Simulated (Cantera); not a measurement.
Charge: 1 mol Si(CH₃)₄, 0.38 mol C₂H₂, 60 mol H₂, at 0.130 bar.

Cantera equilibrium calculation (NASA polynomials, part measured and part estimated; ideal gas, pure solids and liquids). Candidate condensed phases: C, C₆H₆, C₇H₈, C₈H₁₈, Si, SiC; 87 gas species. Gases not in the tables: Si₂H₆ and higher silanes. Equilibrium is a limit: real reactors are often held back by kinetics, nucleation or transport.

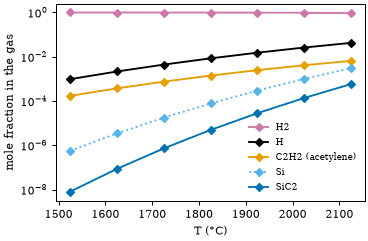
Equilibrium gas composition (values under 1e-9 drawn at 1e-9)

From 1525 °C to 2125 °C the condensed part is C(graphite) + SiC(s). The main Si-bearing gas is SiH₂ at 1525 °C and Si at 2125 °C.
